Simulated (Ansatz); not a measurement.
Response to strain in TiO2

Take TiO2 in the rutile structure (space group P4_2/mnm, No. 136) as the base.

```cif
data_O4Ti2
_chemical_formula_sum 'Ti2 O4'
_space_group_name_H-M_alt 'P 1'
_space_group_IT_number 1
_cell_length_a 4.64344
_cell_length_b 4.64344
_cell_length_c 2.96380
_cell_angle_alpha 90.000
_cell_angle_beta 90.000
_cell_angle_gamma 90.000
loop_
_space_group_symop_operation_xyz
  'x, y, z'
loop_
_atom_site_label
_atom_site_type_symbol
_atom_site_fract_x
_atom_site_fract_y
_atom_site_fract_z
_atom_site_occupancy
Ti1 Ti 0.00000 0.00000 0.00000 1
Ti2 Ti 0.50000 0.50000 0.50000 1
O1 O 0.30513 0.30513 0.00000 1
O2 O 0.80513 0.19487 0.50000 1
O3 O 0.19487 0.80513 0.50000 1
O4 O 0.69487 0.69487 0.00000 1
```

Strains are applied to the cell and any free atomic positions relax.

Calculations: Ansatz (a quantum-chemistry and plane-wave program), PBE, PAW, cutoff 420 eV, no SOC.

Notes on the quantities. pressure: mean of the normal stresses, compression positive.

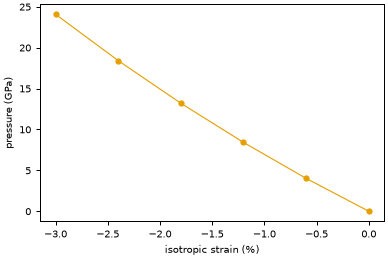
*Pressure against isotropic strain*

| isotropic strain (%) | pressure |
|---|---|
| -3 | 24.08 GPa |
| -2.4 | 18.42 GPa |
| -1.8 | 13.21 GPa |
| -1.2 | 8.42 GPa |
| -0.6 | 4.02 GPa |

No phonon test of stability was made. All final runs are without spin polarisation.
